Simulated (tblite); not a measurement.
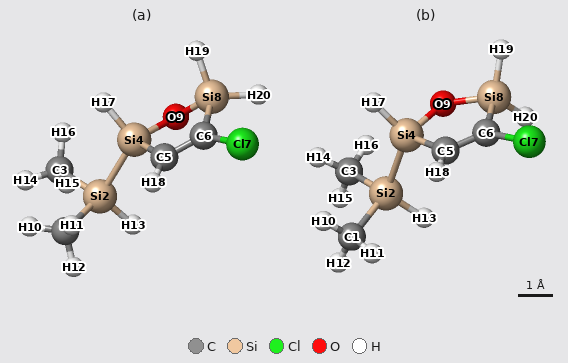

The structure of C₄H₁₁ClOSi₃ before (left) and after (right) a relaxation, at one scale.

The picture is a ball-and-stick view, seen from a free direction.

Level of theory: GFN2-xTB geometry optimisation, gas phase in tblite 0.8.0. 

### What changed between the two?

The largest move after the best rigid fit is that of H11, 1.06 Å. By element the largest moves are H 1.06 Å, O 0.83 Å, Si 0.53 Å, C 0.37 Å, Cl 0.16 Å. Near-neighbour distances that change, for instance: Si8–O9 1.716 → 1.629 Å, C6–Si8 1.815 → 1.895 Å, Si2–Si4 2.231 → 2.310 Å, Si4–C5 1.820 → 1.889 Å. Bond angles that change, for instance: Si4–O9–Si8 100.2° → 120.0°, Si2–Si4–H17 113.2° → 121.5°, C6–Si8–O9 103.2° → 95.7°. Groups turn about C1–Si2 by about 55°, Si2–C3 by about 50°, Si8–O9 by about 35°. After 138 geometry steps the energy has fallen by 23.1 kcal/mol. Cost: 2.8 s on 1 thread of Intel(R) Xeon(R) Processor @ 2.70GHz (shared host).
